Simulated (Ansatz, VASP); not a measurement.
# CSe2: VASP beside Ansatz

One calculation is typed for both programs; each brings its own data sets and cutoff. How far apart do they land? The cell is generated by rule, not measured, and may not be a known phase. The cell comes out of the VASP series on this material, whose earlier steps may have relaxed, scaled or displaced it; both programs get it as it stands.

Method: plane waves, with VASP 6.6.1 beside it; band structure at HSE06, in Ansatz 0.2.0.

The structure was built from a prototype and need not be the compound's stable phase.

**1. The structure**

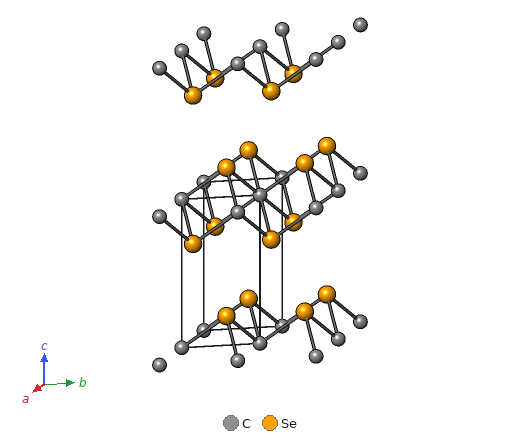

Start, viewed slightly off an axis; carbon grey, selenium orange. 2×2×2 cells are drawn. Bonds to atoms that aren't drawn are left out. Some periodic images of atoms are drawn too.

**2. Ansatz: band structure, HSE06**

Ansatz runs on its default PAW (the set named soft_2) files.

Levels along a path test the potential and the projectors away from the mesh points.

input.yaml reads:

```yaml
crystal:
  lattice:
    - [3.082985415, 0.0, 0.0]
    - [-1.541492708, 2.669943689, 0.0]
    - [0.0, 0.0, 5.81725]
  atoms:
    - { symbol: C, position: [0.0, 0.0, 0.0] }
    - { symbol: Se, position: [0.333333333, 0.666666667, 0.2325759247] }
    - { symbol: Se, position: [0.666666667, 0.333333333, 0.7674240753] }
hamiltonian:
  xc: { exchange: pbe, correlation: pbe, exx: { coeff: 0.25, omega: 0.2 } }
  pseudopotentials: { kind: paw }
kpoints:
  mp_grid: { grid: [6, 6, 4] }
  band_path:
    path:
      - [0.0, 0.0, 0.0]
      - [0.42857, 0.0, 0.0]
      - [0.40476, 0.19048, 0.0]
      - [0.19048, 0.19048, 0.0]
      - [0.0, 0.0, 0.07143]
      - [0.0, 0.0, 0.5]
      - [0.42857, 0.0, 0.5]
      - [0.38095, 0.2381, 0.5]
      - [0.19048, 0.19048, 0.5]
      - [0.5, 0.0, 0.35714]
      - [0.33333, 0.33333, 0.0]
      - [0.33333, 0.33333, 0.5]
    npoints: 1
scf:
  occupations: { method: gaussian, width: 0.02 }
  n_extra_bands: 7
output:
  forces: true
  stress: true
  eigenvalues: true
  write_density: true
  write_potential: true
  elf: true
  volumetric_format: npy
```

Started as:

```bash
ansatz run input.yaml --threads 4 --pin off --max-ram 9216MiB --backend cpu --events-out ev --progress --plain --runs-dir out
```

Numbers of over 12 decimals in the logs are rounded to 6 here.

The program printed:

```text
Warning: output.stress: scf.convergence.dr2_threshold = 1e-7 eV (the SCF's general default) is looser than the 3e-10 eV advised for a printed stress (1e-10 eV for each atom of the cell: 3). What an SCF threshold leaves in a stress goes as its square root, and in the free energy as the threshold itself, and one threshold admits the most on a small cell: [figures from the program's tests cut] Set scf.convergence.dr2_threshold to 3e-10 eV or tighter. The threshold is an SCF's pass mark: one that does not reach it within its budget of iterations ends unconverged, or closes short of it on a stop that the run arms, and scf.convergence.dr2_threshold's page says what that costs each kind of run
Warning: output.stress: scf.exx.energy_threshold = 1e-6 eV is looser than the 3e-8 eV advised for a stress under a hybrid functional (1e-8 eV for each atom of the cell: 3). Every SCF of the exchange loop can meet its threshold on dr2 while the loop round them stops early: no threshold on dr2 bounds what that leaves in the stress. Set scf.exx.energy_threshold to 3e-8 eV or tighter. The threshold is the loop's pass mark: a loop that does not reach it within its budget of cycles ends unconverged, and scf.exx.energy_threshold's page has the law
scf.n_extra_bands = 7 over 18 filled bands (N_el = 36.0): the run solves 25 bands
Engine: ansatz 0.2.0, aarch64-unknown-linux-gnu
Pseudopotentials: kind: paw
Pseudopotential: C, paw, valence charge 4, recommended cutoff 420 eV (normal), C.paw.azcp
Pseudopotential: Se, paw, valence charge 16, recommended cutoff 420 eV (normal), Se.paw.azcp
Functional definition: unnamed
  parameter a_1 = 0.25
  parameter omega_1 = 0.2/angstrom
  exchange = pbe_x + (-a_1)*pbe_x_sr(omega_1) + a_1*exact_x_sr(omega_1)
  correlation = pbe_c
Crystal: 3 atoms, lattice volume = 47.884 Å³
Basis set: ecut = 420 eV, 931 PW (Γ), exchange–correlation on 48×48×80 points (8 copies of the dense FFT grid, shifted against one another)
Bands: 25, of which v1, the nominal top of the filled ones, is band 18 counted from 1 (17 counted from 0)
Symmetry: 12 space group operations
Space group: P-3m1 (ITA 164), of the structure as read, at distance tolerance 3.6e-5 Å
k-points: 24 of 144
Non-local potential: C, projectors of the file, l = 0: 2, l = 1: 2, l = 2: 1
Non-local potential: Se, projectors of the file, l = 0: 2, l = 1: 2, l = 2: 3, l = 3: 1
PAW form: soft (Blöchl's): semilocal exchange-correlation on the pseudo side does not see the compensation charge
PAW frozen core: C, regenerated for the run's functional, and the local potential with it (the file was generated under x = pbe(κ = 0.804, μ = 0.219515), c = pbe(β = 0.066725))
PAW frozen core: Se, regenerated for the run's functional, and the local potential with it (the file was generated under x = pbe(κ = 0.804, μ = 0.219515), c = pbe(β = 0.066725))
PAW one-centre angular grid: C, 110 points (default); XC on 64 Gauss nodes
PAW one-centre angular grid: Se, 590 points (default); XC on 64 Gauss nodes
Initial density: superposition of atomic densities (neutral atoms: chi_scale 0, normalization atom), corrected by the library's trained network
Initial wavefunctions: pseudopotential atomic-orbital guess
Functional: x = pbe(κ = 0.804, μ = 0.219515), c = pbe(β = 0.066725), warm-up for x = pbe(κ = 0.804, μ = 0.219515) + 0.25 (exact − pbe) at short range (hse, ω = 0.2 Å⁻¹), c = pbe(β = 0.066725)
SCF iter   1: F=—  HF=-11184.957313 eV  |F-HF|=—  |Δ(HF+E_count)|=         —  Δρ=6.63e-3  dr2=4.84e-2  ethr=1.77e-3  ⟨swp⟩=7.2  Hψ=2371  notcnv=0
preconditioner: auto → none  [insulator: Δε(μ)=0.121 eV  Ē_g=12.764 eV  σ=0.020 eV  W_gap=0.79  n_scr=22 (ndim 8)  ℏωp=21.5 eV  f_vac=0.014  D(μ)=5.54/eV (n_scr^D=68)]
SCF iter   2: F=—  HF=-11184.967183 eV  |F-HF|=—  |Δ(HF+E_count)|=   9.87e-3  Δρ=8.75e-3  dr2=9.47e-2  ethr=1.34e-4  ⟨swp⟩=4.3  Hψ=1613  notcnv=0
iter 3 solved again at ethr=2.51e-6 eV; its pass at ethr=1.34e-4 eV (dr2=9.04e-4 eV) is discarded
SCF iter   3: F=—  HF=-11184.950213 eV  |F-HF|=—  |Δ(HF+E_count)|=   1.70e-2  Δρ=1.55e-3  dr2=9.17e-4  ethr=2.51e-6  ⟨swp⟩=3.2  Hψ=2592  notcnv=0  defer=1
SCF iter   4: F=—  HF=-11184.950546 eV  |F-HF|=—  |Δ(HF+E_count)|=   3.32e-4  Δρ=4.62e-4  dr2=5.71e-5  ethr=2.51e-6  ⟨swp⟩=2.7  Hψ=1214  notcnv=0
SCF iter   5: F=—  HF=-11184.950613 eV  |F-HF|=—  |Δ(HF+E_count)|=   6.74e-5  Δρ=7.10e-5  dr2=1.48e-6  ethr=1.59e-7  ⟨swp⟩=3.7  Hψ=1298  notcnv=0
SCF iter   6: F=—  HF=-11184.950614 eV  |F-HF|=—  |Δ(HF+E_count)|=   8.10e-7  Δρ=2.84e-5  dr2=3.14e-7  ethr=4.10e-9  ⟨swp⟩=4.0  Hψ=1653  notcnv=0
SCF iter   7: F=—  HF=-11184.950614 eV  |F-HF|=—  |Δ(HF+E_count)|=   8.22e-8  Δρ=6.24e-6  dr2=2.35e-8  ethr=8.71e-10  ⟨swp⟩=3.9  Hψ=1240  notcnv=0
SCF iter   8: F=—  HF=-11184.950614 eV  |F-HF|=—  |Δ(HF+E_count)|=   5.44e-9  Δρ=1.72e-6  dr2=2.07e-9  ethr=6.53e-11  ⟨swp⟩=3.1  Hψ=1160  notcnv=0
SCF iter   9: F=-11184.950614 eV  HF=-11184.950614 eV  |F-HF|=4.00e-11  |Δ(HF+E_count)|=  6.13e-10  Δρ=5.91e-7  dr2=1.16e-10  ethr=5.76e-12  ⟨swp⟩=3.9  Hψ=1489  notcnv=0
SCF 1 converged in 9 iterations: F = -11184.950614 eV  dr2 = 1.16e-10
  greatest PAW one-centre occupation: 1.000 electrons in one spin orbital (limit 2), on the Se atom at site 2 (counted from 0), in its partial waves of l = 2
[...]
Frozen-core exchange: fock
[...]
preconditioner: auto → none  [insulator: Δε(μ)=0.152 eV  Ē_g=14.348 eV  σ=0.020 eV  W_gap=0.53  n_scr=22 (ndim 8)  ℏωp=21.5 eV  f_vac=0.009  D(μ)=6.94/eV (n_scr^D=110)]
[...]
SCF 2 converged in 7 iterations: F = -11187.158582 eV  dr2 = 7.39e-9
  Residual-converged pass: ⟨swp⟩=3.0  Hψ=1352  notcnv=0  max |occ|·‖R‖ = 6.3e-6 eV (tolerance 6.7e-6 eV)  dr2=7.81e-9  dr2_onsite=1.84e-9  max |Δocc| = 5.7e-13
hybrid outer 1: dexx = +6.091e-3 eV, tail = 8.09e-3 eV
Exchange kernel: α = 0.2500, screened, ω = 0.2000 Å⁻¹, Wigner–Seitz truncation, v(0) = 1125.7171 eV·Å³, q-mesh 6×6×4, nearest image of the exchange supercell L = 18.50 Å, pair-density grid 15×15×27, without the augmentation charges, whose exchange is taken in its separable form by FFT convolution over the k-point mesh (sized by the pseudopotential files, 18×18×40 at the most), smooth part of the exact exchange by density-matrix convolution
Frozen-core exchange: fock
[...]
preconditioner: auto → none  [insulator: Δε(μ)=0.045 eV  Ē_g=14.336 eV  σ=0.020 eV  W_gap=0.66  n_scr=22 (ndim 8)  ℏωp=21.5 eV  f_vac=0.009  D(μ)=4.35/eV (n_scr^D=48)]
[...]
SCF 3 stopped early in 3 iterations: F = -11187.165246 eV  dr2 = 7.52e-6
  Residual-converged pass: ⟨swp⟩=4.0  Hψ=1567  notcnv=0  max |occ|·‖R‖ = 6.3e-6 eV (tolerance 6.7e-6 eV)  dr2=7.52e-6  dr2_onsite=1.94e-8  max |Δocc| = 1.2e-11
hybrid outer 2: dexx = +6.092e-5 eV, tail = 1.55e-5 eV, Δε = 1.01e-2 eV (about 1.24e-3 eV left of the loop's levels), ΔF = 1.24e-2 eV/Å (tail 3.28e-2)
Exchange kernel: α = 0.2500, screened, ω = 0.2000 Å⁻¹, Wigner–Seitz truncation, v(0) = 1125.7171 eV·Å³, q-mesh 6×6×4, nearest image of the exchange supercell L = 18.50 Å, pair-density grid 15×15×27, without the augmentation charges, whose exchange is taken in its separable form by FFT convolution over the k-point mesh (sized by the pseudopotential files, 18×18×40 at the most), smooth part of the exact exchange by density-matrix convolution
Frozen-core exchange: fock
SCF iter   1: F=—  HF=-11187.165268 eV  |F-HF|=—  |Δ(HF+E_count)|=         —  Δρ=1.05e-4  dr2=5.61e-6  ethr=2.15e-7  ⟨swp⟩=4.5  Hψ=1580  notcnv=0
preconditioner: auto → none  [insulator: Δε(μ)=0.047 eV  Ē_g=14.336 eV  σ=0.020 eV  W_gap=0.66  n_scr=22 (ndim 8)  ℏωp=21.5 eV  f_vac=0.009  D(μ)=4.32/eV (n_scr^D=48)]
SCF iter   2: F=—  HF=-11187.165266 eV  |F-HF|=—  |Δ(HF+E_count)|=   1.51e-6  Δρ=1.69e-5  dr2=1.90e-6  ethr=1.06e-8  ⟨swp⟩=3.0  Hψ=1161  notcnv=0
SCF iter   3: F=—  HF=-11187.165315 eV  |F-HF|=—  |Δ(HF+E_count)|=   4.92e-5  Δρ=2.05e-5  dr2=3.08e-7  ethr=3.47e-10  ⟨swp⟩=4.1  Hψ=1907  notcnv=0  defer=1
SCF iter   4: F=—  HF=-11187.165315 eV  |F-HF|=—  |Δ(HF+E_count)|=   8.48e-8  Δρ=4.53e-6  dr2=2.50e-8  ethr=3.47e-10  ⟨swp⟩=3.0  Hψ=1181  notcnv=0
SCF iter   5: F=—  HF=-11187.165315 eV  |F-HF|=—  |Δ(HF+E_count)|=   1.92e-9  Δρ=1.32e-6  dr2=1.92e-8  ethr=1.59e-11  ⟨swp⟩=4.0  Hψ=1539  notcnv=0
SCF iter   6: F=—  HF=-11187.165315 eV  |F-HF|=—  |Δ(HF+E_count)|=   1.29e-7  Δρ=4.82e-6  dr2=1.31e-8  ethr=2.07e-12  ⟨swp⟩=4.6  Hψ=2006  notcnv=0  defer=3
SCF iter   7: F=—  HF=-11187.165315 eV  |F-HF|=—  |Δ(HF+E_count)|=   3.47e-9  Δρ=4.62e-7  dr2=5.93e-10  ethr=2.07e-12  ⟨swp⟩=3.0  Hψ=1225  notcnv=0
SCF iter   8: F=—  HF=-11187.165315 eV  |F-HF|=—  |Δ(HF+E_count)|=  3.46e-11  Δρ=1.39e-7  dr2=5.12e-10  ethr=1.00e-12  ⟨swp⟩=2.0  Hψ=1030  notcnv=0
Mixer restart at iter 8: flushing history
SCF iter   9: F=-11187.165315 eV  HF=-11187.165315 eV  |F-HF|=2.47e-10  |Δ(HF+E_count)|=   2.87e-9  Δρ=8.51e-7  dr2=3.48e-10  ethr=1.00e-12  ⟨swp⟩=3.3  Hψ=1231  notcnv=0
SCF 4 converged in 9 iterations: F = -11187.165315 eV  dr2 = 3.48e-10
  Residual-converged pass: ⟨swp⟩=3.0  Hψ=1253  notcnv=0  max |occ|·‖R‖ = 2.7e-7 eV (tolerance 2.7e-7 eV)  dr2=3.48e-10  dr2_onsite=1.35e-11  max |Δocc| = 9.1e-14
hybrid outer 3: dexx = +1.290e-6 eV, tail = 1.22e-8 eV, Δε = 2.19e-3 eV (about 6.38e-5 eV left of the loop's levels), ΔF = 3.08e-3 eV/Å (tail 5.45e-4)
NSCF: frozen V_eff on 12 k-points
hybrid SCF converged: 3 outer / 19 inner (+9 warm-up), last move |dexx| = 1.29e-6 eV, tail = 1.22e-8 eV
Stability not checked: this state was not tested for a lower state beside it, because the functional holds exact exchange (a hybrid, or Hartree-Fock), whose exchange loop this test does not read (fock_operator; see scf.lower_state_search)
Free energy (F): -11187.165315 eV
Frozen-core exchange: fock
Harris-Foulkes:  -11187.165315 eV  (|F-HF|=2.47e-10)
Internal energy: -11187.164450 eV  (E = F + TS)
E sigma→0 (E₀):  -11187.164883 eV
Entropy (-TS):   -0.000865 eV (-0.288 meV/atom)
Fermi energy:    11.301837 eV
--- Per-component energies (eV) ---
  E_band       = -786.752126
  E_kinetic    = 314.403867
  E_local      = -4511.810059  (includes V_loc(G=0)·N_el)
  E_nonlocal   = -1161.844791
  E_hartree    = 2248.909456
  E_xc         = -204.834884
  E_vxc        = -203.363935  (∫ρ·V_xc dr)
  E_exx        = -144.283295  (= α·E_x^exact, valence–valence)
  E_paw        = -3826.430322  (= ΣΔE_a)
  E_vpaw       = 566.611780  (= ΣTr[D̂ρ^β])
  E_aug_tail   = -0.001181  (compensation charges beyond the density's cutoff)
  E_ewald      = -3899.113765
  E_core_change = -2.159476  (= ΣΔE_core)
  E_smearing   = -0.000865  (= −TS)
  E_closure    = -0.000000  (closes the sum)
  Σ components = -11187.165315   (vs F -11187.165315, Δ=0.00e0)
--- Forces (eV/Å), atoms counted from 1 ---
  atom   1  C      0.00000000     0.00000000     0.00000000
  atom   2  Se     0.00000000    -0.00000000    -0.16675552
  atom   3  Se    -0.00000000     0.00000000     0.16675552
  max |Σ_I F_I| component: 2.31e-18 eV/Å
--- Stress (GPa, compression-positive) ---
       -2.866322      -0.000000      -0.000000
       -0.000000      -2.866322       0.000000
       -0.000000      -0.000000       3.538005
  P = ⅓ Tr σ = -0.7315 GPa (-7.315 kbar)
--- Band table (eV; the first three rows and the last of 24) ---
  k-point 0: bands = [... 14 lower, 9.1521, 9.1521, 11.6634, 12.3206, 12.3206, 15.3705, 15.3705, 15.6366, ... 3 higher]
  k-point 1: bands = [... 14 lower, 9.1473, 9.1473, 12.3895, 12.3895, 12.6422, 15.2299, 15.2299, 15.2818, ... 3 higher]
  k-point 2: bands = [... 14 lower, 9.1424, 9.1424, 12.4638, 12.4638, 13.3617, 14.9017, 15.0867, 15.0867, ... 3 higher]
  k-point 23: bands = [... 14 lower, 3.5845, 3.6186, 9.4104, 9.4104, 11.4200, 14.3654, 14.5567, 14.5567, ... 3 higher]
```

Run time: 56 s. Hardware: 4 threads of Arm Neoverse V1, shared host; peak memory 1.2 GiB; 3.4 min of CPU time.

The column dr2 measures how far the density is from self-consistency, as an energy; F and HF (Harris–Foulkes) agree once it is small.

[end of part 1 of 2]

[Lines on the potential files, build, host, timing and source positions are cut from VASP's logs without a mark.]

[Logs are printed without paths, hosts, clocks, repeated set-up lines and the standing remarks that a program may print on its own settings, such as how far it seeks lower states.]

[Hosts, paths, dates, database ids (printed as entryN), source tags and the programs' standing remarks are cut or masked in the printed files.]
